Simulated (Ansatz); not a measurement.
# PBE0/aug-cc-pVDZ run of [SiCl3]+ (SMILES Cl[Si+](Cl)Cl)

What is the energy change on altering one bond length of [SiCl3]+ at PBE0/aug-cc-pVDZ? 

The calculation is run with Ansatz 0.2.0.

1 further run of the same task is left out (it didn't finish).

## (1) The structure to begin with

[SiCl3]+: 4 atoms, total charge +1, spin state singlet. SMILES: `Cl[Si+](Cl)Cl`. The shape is that of a PBE0-D4/def2-TZVP optimisation.

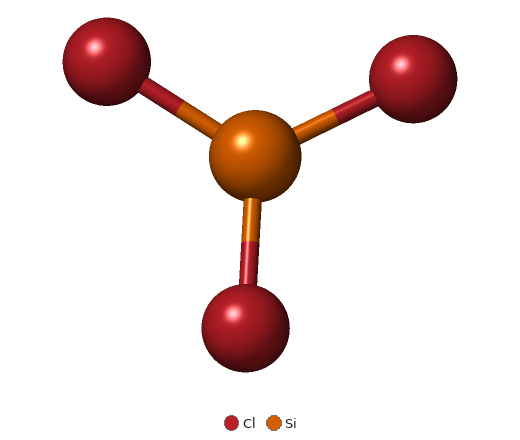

The structure, seen from a chosen angle (chlorine red, silicon orange).

## (2) A single-point energy at PBE0/aug-cc-pVDZ

run.yaml

```yaml
crystal:
  periodic: [false, false, false]
  atoms:
    - symbol: Cl
      position_ang: [-1.556000, -0.622300, 0.990900]
    - symbol: Si
      position_ang: [-0.000000, -0.000100, -0.000100]
    - symbol: Cl
      position_ang: [1.772000, -0.669600, 0.449500]
    - symbol: Cl
      position_ang: [-0.216000, 1.292000, -1.440300]
basis:
  gaussian: {orbitals: aug-cc-pVDZ}
total_charge: 1
hamiltonian: {xc: pbe0}
accuracy: high
output: {orbitals: {seedname: orbitals}}
```

Run with:

```sh
$ ansatz run run.yaml --threads 1 --pin off --max-ram 3480MiB --events-out events.jsonl --progress --plain --runs-dir runs
```

What it wrote:

```text
Warning: RAYON_NUM_THREADS=1 ignored (pool sized by the plan → 1); use --threads N
Functional definition: PBE0
  name "PBE0"
  parameter a = 0.25
  parameter kappa = 0.804
  parameter beta = 0.06672455060314922
  exchange = (1 - a)*pbe_x(kappa = kappa, mu = beta*pi^2/3) + a*exact_x
  correlation = pbe_c(beta = beta)
2143 factors; integrals over basis functions are off by at most 3.2e-9 eV
mean field evaluation 1: about -45423.4107 eV, gradient 2.5e1 eV
mean field evaluation 2: about -45424.0167 eV, gradient 2.0e1 eV
mean field evaluation 4: about -45424.9832 eV, gradient 2.5e-1 eV
mean field evaluation 8: about -45425.1596 eV, gradient 8.0e-3 eV
mean field evaluation 16: about -45425.1596 eV, gradient 6.3e-7 eV
mean field -45425.15964233 eV, -1669.3438265765 hartree, gradient 9.6e-9 eV, S^2 0.000000; 0 other end points of the search recorded, 0 dependent functions left out
reference -45425.15964769 eV, -1669.3438267736 hartree; 32, 32 occupied and 76, 76 virtual orbitals, 2143 factors
Total energy: -45425.15964769 eV, -1669.3438267736 hartree
```

Run time: 13 s. Hardware: 1 thread of Arm Neoverse V2, shared host; peak memory 0.41 GiB.

## (3) The distorted shape at the same level

job.yaml

```yaml
basis:
  gaussian:
    orbitals: aug-cc-pVDZ
crystal:
  periodic: [false, false, false]
  atoms:
    - {symbol: Cl, position_ang: [-1.523602, -0.816105, 1.206918]}
    - {symbol: Si, position_ang: [0.032398, -0.193905, 0.215918]}
    - {symbol: Cl, position_ang: [1.804398, -0.863405, 0.665518]}
    - {symbol: Cl, position_ang: [-0.216000, 1.292000, -1.440300]}
total_charge: 1
magnetization:
  spin_polarized: false
hamiltonian:
  xc: {name: PBE0}
accuracy: high
output: {orbitals: {seedname: orbitals}}
```

Run with:

```sh
$ ansatz run job.yaml --threads 1 --pin off --max-ram 3480MiB --events-out events.jsonl --progress --plain --runs-dir runs
```

What it wrote:

```text
Warning: RAYON_NUM_THREADS=1 ignored (pool sized by the plan → 1); use --threads N
[... 7 set-up lines as earlier in the session ...]
2148 factors; integrals over basis functions are off by at most 3.2e-9 eV
mean field evaluation 1: about -45422.5777 eV, gradient 2.6e1 eV
mean field evaluation 2: about -45421.9526 eV, gradient 3.0e1 eV
mean field evaluation 4: about -45424.4237 eV, gradient 3.2e-1 eV
mean field evaluation 8: about -45424.5781 eV, gradient 1.5e-1 eV
mean field evaluation 16: about -45424.5782 eV, gradient 2.8e-6 eV
mean field -45424.57822160 eV, -1669.3224597589 hartree, gradient 5.3e-8 eV, S^2 0.000000; 0 other end points of the search recorded, 0 dependent functions left out
reference -45424.57822698 eV, -1669.3224599567 hartree; 32, 32 occupied and 76, 76 virtual orbitals, 2148 factors
Total energy: -45424.57822698 eV, -1669.3224599567 hartree
```

Run time: 13 s. Hardware: 1 thread of Arm Neoverse V2, shared host; peak memory 0.41 GiB.

## (4) Results

At PBE0/aug-cc-pVDZ:

| quantity | value |
| --- | --- |
| first shape: total energy | -1669.34383 Eh |
| first shape: HOMO energy | -15.48 eV |
| first shape: LUMO energy | -8.40 eV |
| first shape: HOMO–LUMO gap | 7.08 eV |
| distorted shape: total energy | -1669.32246 Eh |
| distorted shape: HOMO energy | -15.02 eV |
| distorted shape: LUMO energy | -8.93 eV |
| distorted shape: HOMO–LUMO gap | 6.09 eV |
| energy change with the Si2–Cl4 bond stretched from 1.947 to 2.239 Å | 0.581 eV |

With the Si2–Cl4 bond stretched from 1.947 to 2.239 Å the energy rises by 0.58 eV (13.4 kcal/mol). The first shape isn't relaxed at this level, so the change isn't measured from a minimum.
